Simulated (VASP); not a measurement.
Energy against volume of CsCl (CsCl type). Level of theory: revTPSS meta-GGA, VASP's PBE PAW potentials (set 64) (plane waves; VASP).

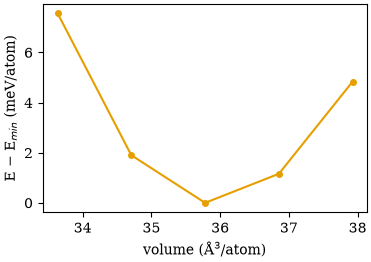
Figure. Energy against volume

Task: Estimate the equilibrium volume and the bulk modulus.

Result: The minimum lies near 35.9 Å³/atom, and the curvature gives B0 of about 15 GPa.

The compound is CsCl in the CsCl type structure. It was relaxed first.
